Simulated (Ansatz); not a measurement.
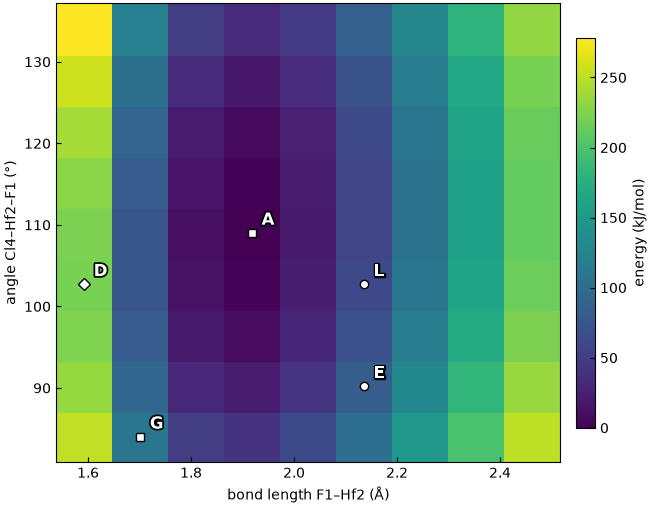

BrCl2FHf, SMILES [F][Hf]([Cl])([Cl])[Br]. 
- First axis: bond length F1–Hf2. Second axis: angle Cl4–Hf2–F1.
- Nothing is relaxed (all other coordinates rigid).
- The scan uses a 9 × 9 grid.
- Energies: kJ/mol, counted from the lowest grid point.
- Theory: RHF-MP2, frozen core/def2-SVP (Ansatz).

Drawn: one coloured cell a grid point, lettered points.

> What kind of point is each of A, E, L: minimum, saddle, maximum or slope?

A: minimum; E: on a slope; L: on a slope. (In these two coordinates alone; a stationary point may lie a little off the grid point.)

> Rank the lettered points by energy, lowest first.

A (0 kJ/mol), L (62 kJ/mol), E (82 kJ/mol), G (109 kJ/mol), D (221 kJ/mol).
